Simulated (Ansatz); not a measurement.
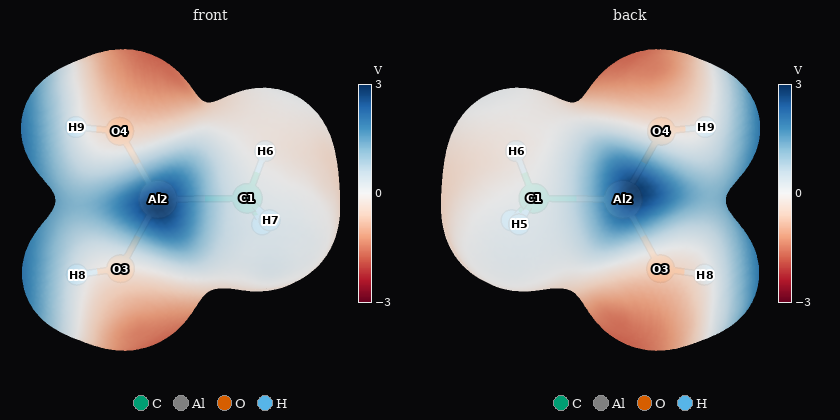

Figure. CH5AlO2. The electrostatic potential painted on the density surface at 0.001 e/bohr³, seen from the front and from behind; red is negative and blue positive.

Geometry: PBE0-D4/def2-TZVP.

All numbers below come from isolated molecule in a Gaussian basis; Hartree-Fock in Ansatz 0.2.0.

```xyz
9

C    -0.0251    1.1098   -1.0341
Al   -0.0013   -0.3029    0.2856
O     0.9577   -1.6729   -0.0067
O    -0.9337   -0.1316    1.6941
H    -0.2270    0.7124   -2.0323
H    -0.7807    1.8635   -0.8037
H     0.9458    1.6112   -1.0847
H     1.0483   -2.4223    0.5773
H    -0.9841   -0.7673    2.4045
```

**Which sites attract a positive test charge, and which a negative one?**

A positive charge is drawn to the negative regions and a negative charge to the positive ones. The most negative region (about −1.7 V, or −39 kcal/mol for a unit charge) lies over O3 and O4, the most positive (about +2.8 V, or +65 kcal/mol for a unit charge) over Al2.

**What dipole moment does the calculation give?**

Its dipole moment is 2.15 D.
